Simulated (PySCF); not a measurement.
C2H7ClSi2

| atom | x (Å) | y (Å) | z (Å) |
| --- | --- | --- | --- |
| Cl | 1.5994 | -2.4056 | 0.3024 |
| C | 0.8664 | -0.9226 | -0.3498 |
| Si | 0.9161 | 0.7119 | 0.6433 |
| C | -0.8188 | 1.1281 | -0.0207 |
| Si | -1.0346 | -0.7212 | -0.4145 |
| H | 1.2855 | -0.7456 | -1.3556 |
| H | 0.8932 | 0.4407 | 2.1100 |
| H | 2.0257 | 1.6587 | 0.3161 |
| H | -0.7736 | 1.7414 | -0.9356 |
| H | -1.5327 | 1.5887 | 0.6766 |
| H | -1.7036 | -1.0838 | -1.7012 |
| H | -1.6772 | -1.4535 | 0.7152 |

Geometry: PBE0-D3(BJ)/def2-SVP.

All numbers below come from PBE0/pcSseg-1, SCF density, gas phase, non-relativistic in PySCF.

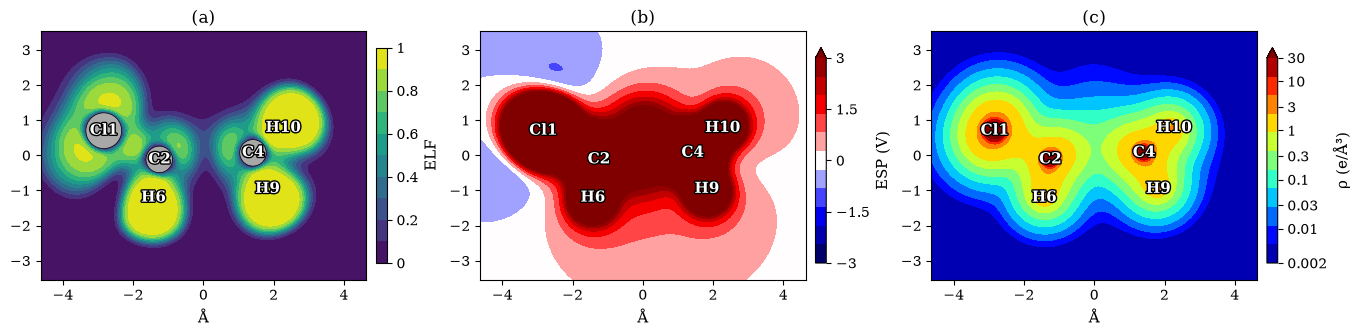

Figure 1. (a) electron localisation function; (b) electrostatic potential; (c) total electron density on the plane of atoms Cl1, C2 and H6. Grey discs cover the atomic cores in the ELF map.

Q: Interpret the plot.

A: The section cuts through Cl, C and H sites.
C–Cl (1.78 Å): ρ is about 1.3 e/Å³ halfway; the ELF peaks at about 0.90 between the atoms; a shared electron pair.
C–H (1.10 Å): ρ is about 1.9 e/Å³ halfway; the ELF climbs to about 1 towards the hydrogen, as it does in any bond to H; a covalent bond by its length.
The ELF also peaks beside Cl1, away from the bonds: lone-pair regions.
Outside the dense part of the molecule the potential is most negative (−0.8 V) near Cl1.

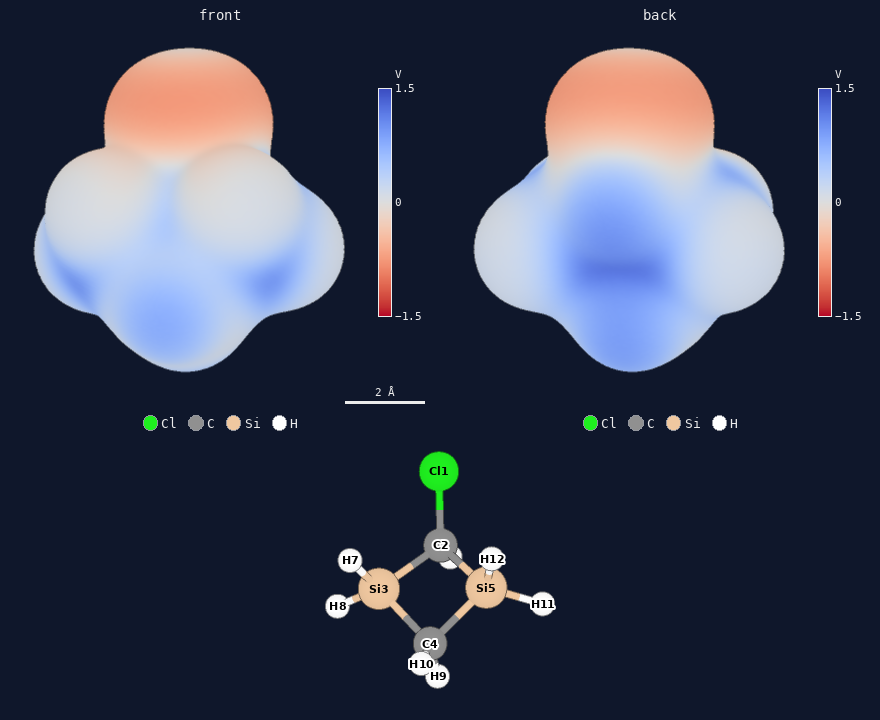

Figure 2. The electrostatic potential painted on the density surface at 0.001 e/bohr³, seen from the front and from behind; the colour scale runs from red (negative) to blue (positive). The bare structure is drawn below in the same view.

Q: Where is the surface potential most negative and most positive?

A: The most negative region (about −0.7 V) lies over Cl1, the most positive (about +1.1 V) over Si3, Si5 and H6.

Q: How polar is the molecule by this calculation?

A: Its dipole moment is 2.48 D.
